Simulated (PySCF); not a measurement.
**What a change does: NMR shielding calculation on CH₄BClO**

System: CH₄BClO.
Method of run 1: GIAO PBE0/6-31G* NMR shielding, non-relativistic, gas phase (PySCF 2.14.0).

The geometry comes from this level: PBE0-D3(BJ)/def2-SVP. Text and figures count atoms from 1; the logs count them from 0 in places.

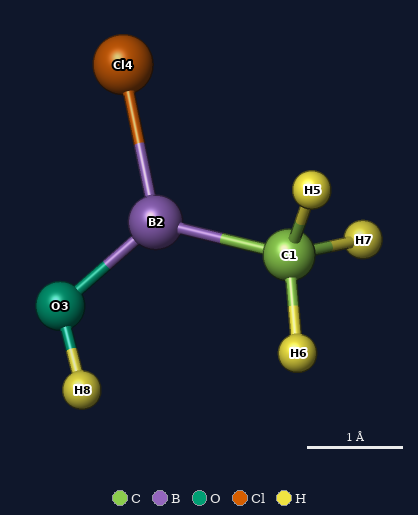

**Figure 1.** The structure as given in the input (ball-and-stick view, seen at a tilt; atoms are numbered from 1 in the order of the input). Bond lengths as drawn: B–C 1.57 Å, B–Cl 1.77 Å, B–O 1.35 Å, C–H 1.10 Å and H–O 0.96 Å.

Input file, run 1:
```
{"job": {"kind": "nmr", "xc": "PBE0", "basis": "6-31G*", "pop": true}, "charge": 0, "multiplicity": 1}
C     -0.509039     0.383256     0.821417
B      0.949240     0.962109     0.832593
O      2.065200     0.257046     0.565215
Cl     1.207372     2.669932     1.237504
H     -1.162702     0.998086     0.183205
H     -0.573734    -0.662644     0.483608
H     -0.933729     0.441986     1.837272
H      1.877586    -0.661071     0.344244
```

The first line tells a small driver script what to run in PySCF; the rest is the geometry in Å.

Launched with:
```bash
OMP_NUM_THREADS=1 python <driver script> task.json out
```

Hardware: 1 CPU thread, shared host.

Output (run 1):
```
coarse grid: 7368 points
cycle   1  E = -600.4986559639  dE =  3.596e-01  |g| = 6.475e-01  |ddm| = 2.512e+00
cycle   2  E = -600.4248991525  dE =  7.376e-02  |g| = 9.105e-01  |ddm| = 1.157e+00
cycle   3  E = -600.5829895557  dE = -1.581e-01  |g| = 1.105e-01  |ddm| = 7.114e-01
cycle   4  E = -600.5858801207  dE = -2.891e-03  |g| = 1.939e-02  |ddm| = 1.138e-01
cycle   5  E = -600.5859663912  dE = -8.627e-05  |g| = 5.616e-03  |ddm| = 1.941e-02
cycle   6  E = -600.5859747323  dE = -8.341e-06  |g| = 9.017e-04  |ddm| = 6.970e-03
final grid: 66864 points
cycle   7  E = -600.5505205636  dE = -1.317e-05  |g| = 6.630e-03  |ddm| = 1.567e-02
cycle   8  E = -600.5505136130  dE =  6.951e-06  |g| = 8.871e-03  |ddm| = 1.208e-02
cycle   9  E = -600.5505312795  dE = -1.767e-05  |g| = 9.384e-04  |ddm| = 6.847e-03
cycle  10  E = -600.5505314549  dE = -1.754e-07  |g| = 8.938e-05  |ddm| = 6.934e-04
cycle  11  E = -600.5505314566  dE = -1.729e-09  |g| = 3.633e-05  |ddm| = 1.612e-04
cycle  12  E = -600.5505314570  dE = -3.836e-10  |g| = 8.617e-06  |ddm| = 6.335e-05
converged SCF energy = -600.5505314570

GIAO shielding tensors (ppm)
atom      isotropic    diamagn.    paramagn.     s11        s22        s33       span
  0 C      186.713     252.396     -65.683    177.535    179.127    203.476     25.941
  1 B       71.913     195.854    -123.941     44.472     72.636     98.632     54.160
  2 O      164.538     388.441    -223.903     20.628    200.992    271.995    251.366
  3 Cl     841.072    1146.613    -305.541    614.582    931.184    977.451    362.868
  4 H       31.145      30.170       0.975     27.198     30.162     36.076      8.878
  5 H       32.056      31.655       0.401     28.104     30.134     37.929      9.826
  6 H       31.187      29.372       1.815     27.533     29.882     36.144      8.611
  7 H       27.038      29.260      -2.222     22.745     24.790     33.579     10.834
```

The input of run 2 differs as follows (lines with − go, lines with + come):
```diff
-"basis": "6-31G*"
+"basis": "cc-pVTZ"
```

What does this change do to the results?

The total energy of run 2 is 64.8 kcal/mol lower, which measures the change of basis and not a stability. The HOMO goes from −8.53 to −8.67 eV. The LUMO goes from 0.44 to 0.22 eV. The dipole moment goes from 3.25 to 2.93 D. Of all shieldings, the largest change is that of Cl4, by −26.7 ppm. The number of SCF iterations is the same. The basis functions go from 68 to 180.

Output (run 2):
```
coarse grid: 7368 points
cycle   1  E = -600.5652209945  dE =  3.518e-01  |g| = 6.698e-01  |ddm| = 5.470e+00
cycle   2  E = -600.4773018231  dE =  8.792e-02  |g| = 9.844e-01  |ddm| = 2.045e+00
cycle   3  E = -600.6485612692  dE = -1.713e-01  |g| = 1.144e-01  |ddm| = 1.206e+00
cycle   4  E = -600.6513945005  dE = -2.833e-03  |g| = 2.423e-02  |ddm| = 1.974e-01
cycle   5  E = -600.6515133774  dE = -1.189e-04  |g| = 6.024e-03  |ddm| = 4.361e-02
cycle   6  E = -600.6515218055  dE = -8.428e-06  |g| = 1.404e-03  |ddm| = 1.116e-02
final grid: 66864 points
cycle   7  E = -600.6538396010  dE = -5.216e-05  |g| = 8.002e-03  |ddm| = 7.277e-02
cycle   8  E = -600.6538280555  dE =  1.155e-05  |g| = 1.114e-02  |ddm| = 2.678e-02
cycle   9  E = -600.6538531154  dE = -2.506e-05  |g| = 1.169e-03  |ddm| = 1.472e-02
cycle  10  E = -600.6538533567  dE = -2.412e-07  |g| = 1.823e-04  |ddm| = 1.737e-03
cycle  11  E = -600.6538533633  dE = -6.639e-09  |g| = 5.923e-05  |ddm| = 3.352e-04
cycle  12  E = -600.6538533641  dE = -8.559e-10  |g| = 1.342e-05  |ddm| = 9.160e-05
converged SCF energy = -600.6538533641

GIAO shielding tensors (ppm)
atom      isotropic    diamagn.    paramagn.     s11        s22        s33       span
  0 C      179.844     248.344     -68.501    169.351    170.953    199.227     29.876
  1 B       59.367     194.222    -134.855     29.340     60.964     87.796     58.456
  2 O      152.300     382.085    -229.785      1.684    197.446    257.769    256.085
  3 Cl     814.399    1146.454    -332.055    577.223    898.214    967.761    390.538
  4 H       30.368      30.288       0.079     26.368     29.372     35.363      8.995
  5 H       31.150      31.600      -0.450     27.133     29.035     37.283     10.150
  6 H       30.410      29.516       0.895     26.685     29.071     35.476      8.791
  7 H       26.308      31.888      -5.579     21.334     23.917     33.673     12.338
```

The two runs side by side:

| quantity | run 1 | run 2 |
| --- | --- | --- |
| outcome | converged | converged |
| total energy (hartree) | −600.550531 | −600.653853 |
| HOMO (eV) | −8.53 | −8.67 |
| LUMO (eV) | 0.44 | 0.22 |
| dipole moment (D) | 3.25 | 2.93 |
| shielding of C1 (ppm) | 186.7 | 179.8 |
| shielding of B2 (ppm) | 71.9 | 59.4 |
| shielding of O3 (ppm) | 164.5 | 152.3 |
| shielding of Cl4 (ppm) | 841.1 | 814.4 |
| shielding of H5 (ppm) | 31.1 | 30.4 |
| shielding of H6 (ppm) | 32.1 | 31.2 |
| shielding of H7 (ppm) | 31.2 | 30.4 |
| SCF iterations | 12 | 12 |
| basis functions | 68 | 180 |
| wall time (shared host) | 3.8 s | 11 s |
